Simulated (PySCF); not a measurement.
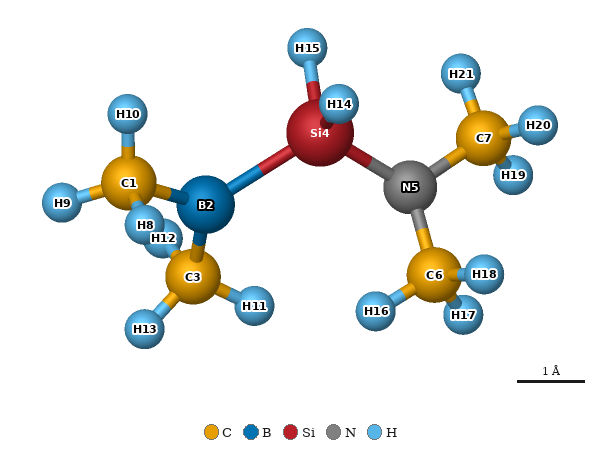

**Figure 1.** The structure (ball-and-stick view, seen at a tilt; atoms are numbered from 1 in the order of the input).

**What a change does: NMR shielding calculation on C$_{4}$H$_{14}$BNSi**

System: C$_{4}$H$_{14}$BNSi, SMILES CB(C)[SiH2]N(C)C.
Method of the first run: GIAO KT2/pcSseg-1 NMR shielding, non-relativistic, gas phase (PySCF 2.14.0).

The geometry comes from this level: PBE0-D3(BJ)/def2-SVP. Text and figures count atoms from 1; the logs count them from 0 in places.

## Input, the first run
```
{"job": {"kind": "nmr", "xc": "KT2", "basis": "pcSseg-1", "pop": false}, "charge": 0, "multiplicity": 1}
C      2.754291     0.925663     0.954638
B      1.603587     0.150730     0.227919
C      1.880010    -0.639938    -1.093036
Si    -0.238797     0.102551     1.083880
N     -1.506475    -0.275642    -0.063064
C     -1.663689     0.547188    -1.234482
C     -2.725811    -0.919241     0.353476
H      2.652727     1.963670     0.572843
H      3.771613     0.594852     0.692551
H      2.654918     1.006410     2.048122
H      1.005891    -0.829248    -1.731711
H      2.207437    -1.635747    -0.724790
H      2.720411    -0.251505    -1.690970
H     -0.501588     1.373997     1.861324
H     -0.261676    -1.000343     2.105140
H     -0.695814     0.969458    -1.549190
H     -2.054342    -0.043583    -2.084334
H     -2.360937     1.398565    -1.082454
H     -3.136707    -1.542778    -0.462914
H     -3.522926    -0.203255     0.647012
H     -2.540081    -1.580444     1.212787
```

The first line tells a small driver script what to run in PySCF; the rest is the geometry in Å.

Command:
```bash
OMP_NUM_THREADS=1 python <driver script> task.json out
```

Hardware: 1 CPU thread, shared host.

## Output (the first run)
```
coarse grid: 16800 points
cycle   1  E = -536.4709285524  dE =  2.079e-01  |g| = 6.508e-01  |ddm| = 3.912e+00
cycle   2  E = -536.2856707207  dE =  1.853e-01  |g| = 1.056e+00  |ddm| = 2.149e+00
cycle   3  E = -536.5814601614  dE = -2.958e-01  |g| = 1.945e-01  |ddm| = 1.645e+00
cycle   4  E = -536.5899745576  dE = -8.514e-03  |g| = 4.359e-02  |ddm| = 2.722e-01
cycle   5  E = -536.5903982128  dE = -4.237e-04  |g| = 1.045e-02  |ddm| = 6.700e-02
cycle   6  E = -536.5904314593  dE = -3.325e-05  |g| = 3.269e-03  |ddm| = 2.329e-02
cycle   7  E = -536.5904347736  dE = -3.314e-06  |g| = 6.340e-04  |ddm| = 5.023e-03
final grid: 154168 points
cycle   8  E = -536.5975540294  dE = -2.005e-04  |g| = 1.833e-02  |ddm| = 4.939e-02
cycle   9  E = -536.5974184212  dE =  1.356e-04  |g| = 2.868e-02  |ddm| = 5.012e-02
cycle  10  E = -536.5976164329  dE = -1.980e-04  |g| = 5.386e-03  |ddm| = 3.982e-02
cycle  11  E = -536.5976221948  dE = -5.762e-06  |g| = 1.509e-03  |ddm| = 7.791e-03
cycle  12  E = -536.5976227708  dE = -5.759e-07  |g| = 1.043e-04  |ddm| = 1.633e-03
cycle  13  E = -536.5976227731  dE = -2.345e-09  |g| = 4.788e-05  |ddm| = 2.021e-04
cycle  14  E = -536.5976227737  dE = -6.105e-10  |g| = 1.229e-05  |ddm| = 6.123e-05
converged SCF energy = -536.5976227737

GIAO shielding tensors (ppm)
atom      isotropic    diamagn.    paramagn.     s11        s22        s33       span
  0 C      160.848     253.817     -92.970    132.049    170.360    180.135     48.086
  1 B       -1.881     199.256    -201.137    -74.961    -52.433    121.751    196.712
  2 C      160.170     254.422     -94.252    132.794    170.379    177.336     44.542
  3 Si     400.372     886.235    -485.863    319.446    371.246    510.423    190.977
  4 N      244.036     327.777     -83.741    214.122    256.065    261.922     47.800
  5 C      140.813     247.713    -106.900    116.633    123.127    182.679     66.045
  6 C      138.016     242.959    -104.943    114.059    116.320    183.670     69.611
  7 H       30.575      30.353       0.221     27.029     29.337     35.358      8.330
  8 H       29.752      29.314       0.438     26.553     28.737     33.966      7.412
  9 H       29.386      30.746      -1.361     25.899     29.069     33.189      7.291
 10 H       28.920      33.993      -5.073     24.905     28.774     33.081      8.177
 11 H       30.539      30.752      -0.213     26.223     29.767     35.626      9.403
 12 H       29.663      30.501      -0.838     26.566     28.518     33.903      7.337
 13 H       26.197      30.879      -4.682     22.190     25.074     31.328      9.139
 14 H       26.425      31.433      -5.008     23.241     25.831     30.202      6.962
 15 H       28.527      33.205      -4.678     24.166     28.249     33.165      8.999
 16 H       28.687      30.122      -1.436     24.751     26.293     35.017     10.266
 17 H       28.779      29.376      -0.598     24.643     26.603     35.090     10.447
 18 H       28.631      28.103       0.528     24.247     26.388     35.259     11.012
 19 H       28.572      27.111       1.461     24.274     26.314     35.129     10.855
 20 H       28.237      29.302      -1.065     23.979     26.657     34.074     10.094
```

The input of the second run differs as follows (lines with − go, lines with + come):
```diff
-"xc": "KT2"
+"xc": "PBE0"
-"pop": false
```

Predict how the results change.

The total energies belong to different methods, so their difference says nothing on which is more stable or more accurate. The HOMO goes from −4.86 to −6.05 eV. The LUMO goes from −2.23 to −1.23 eV. Of all shieldings, the largest change is that of Si4, by −10.9 ppm. The functional changes from KT2 to PBE0. Exact exchange removes part of the self-interaction error of semilocal functionals, which pushes filled and empty levels apart. The SCF takes 12 iterations against 14.

## Output (the second run)
```
coarse grid: 16800 points
cycle   1  E = -529.3803755432  dE =  2.867e-01  |g| = 4.980e-01  |ddm| = 3.854e+00
cycle   2  E = -529.3567090004  dE =  2.367e-02  |g| = 5.947e-01  |ddm| = 1.103e+00
cycle   3  E = -529.4445882193  dE = -8.788e-02  |g| = 8.202e-02  |ddm| = 6.724e-01
cycle   4  E = -529.4457929339  dE = -1.205e-03  |g| = 3.136e-02  |ddm| = 1.038e-01
cycle   5  E = -529.4460092839  dE = -2.163e-04  |g| = 4.296e-03  |ddm| = 3.470e-02
cycle   6  E = -529.4460141049  dE = -4.821e-06  |g| = 9.599e-04  |ddm| = 7.109e-03
final grid: 154168 points
cycle   7  E = -529.4828711021  dE = -3.427e-05  |g| = 9.081e-03  |ddm| = 2.937e-02
cycle   8  E = -529.4828626016  dE =  8.501e-06  |g| = 1.086e-02  |ddm| = 1.825e-02
cycle   9  E = -529.4828923946  dE = -2.979e-05  |g| = 1.078e-03  |ddm| = 1.050e-02
cycle  10  E = -529.4828926346  dE = -2.400e-07  |g| = 2.062e-04  |ddm| = 1.252e-03
cycle  11  E = -529.4828926430  dE = -8.439e-09  |g| = 3.146e-05  |ddm| = 2.189e-04
cycle  12  E = -529.4828926433  dE = -2.235e-10  |g| = 9.986e-06  |ddm| = 5.076e-05
converged SCF energy = -529.4828926433

GIAO shielding tensors (ppm)
atom      isotropic    diamagn.    paramagn.     s11        s22        s33       span
  0 C      162.169     253.764     -91.595    132.468    171.973    182.065     49.596
  1 B       -7.306     197.906    -205.212    -86.369    -60.730    125.180    211.550
  2 C      161.636     254.166     -92.530    133.427    172.091    179.389     45.962
  3 Si     389.508     882.866    -493.358    309.610    361.404    497.509    187.899
  4 N      254.452     327.794     -73.342    223.527    267.655    272.175     48.647
  5 C      143.618     246.179    -102.561    120.823    127.045    182.985     62.162
  6 C      140.836     241.231    -100.395    118.284    120.147    184.077     65.793
  7 H       30.700      30.345       0.355     26.975     29.411     35.713      8.739
  8 H       29.818      29.399       0.419     26.361     28.925     34.168      7.807
  9 H       29.478      30.672      -1.194     25.844     29.161     33.430      7.586
 10 H       29.000      33.707      -4.706     24.823     28.718     33.460      8.637
 11 H       30.674      30.772      -0.098     26.153     29.858     36.011      9.858
 12 H       29.736      30.563      -0.827     26.373     28.672     34.164      7.790
 13 H       26.493      30.760      -4.267     22.445     25.443     31.590      9.145
 14 H       26.698      31.275      -4.576     23.390     26.087     30.617      7.227
 15 H       28.782      32.513      -3.731     24.184     28.488     33.674      9.489
 16 H       28.853      30.100      -1.246     24.974     26.175     35.411     10.437
 17 H       29.003      29.487      -0.485     24.828     26.625     35.555     10.728
 18 H       28.808      27.979       0.829     24.298     26.480     35.644     11.346
 19 H       28.808      27.145       1.663     24.483     26.367     35.573     11.089
 20 H       28.429      28.867      -0.438     23.893     26.894     34.498     10.605
```

## The two runs side by side

| quantity | the first run | the second run |
| --- | --- | --- |
| outcome | converged | converged |
| total energy (hartree) | −536.597623 | −529.482893 |
| HOMO (eV) | −4.86 | −6.05 |
| LUMO (eV) | −2.23 | −1.23 |
| dipole moment (D) | 0.94 | 0.94 |
| shielding of C1 (ppm) | 160.8 | 162.2 |
| shielding of B2 (ppm) | −1.9 | −7.3 |
| shielding of C3 (ppm) | 160.2 | 161.6 |
| shielding of Si4 (ppm) | 400.4 | 389.5 |
| shielding of N5 (ppm) | 244.0 | 254.5 |
| shielding of C6 (ppm) | 140.8 | 143.6 |
| shielding of C7 (ppm) | 138.0 | 140.8 |
| SCF iterations | 14 | 12 |
| basis functions | 196 | 196 |
| wall time (shared host) | 70 s | 79 s |
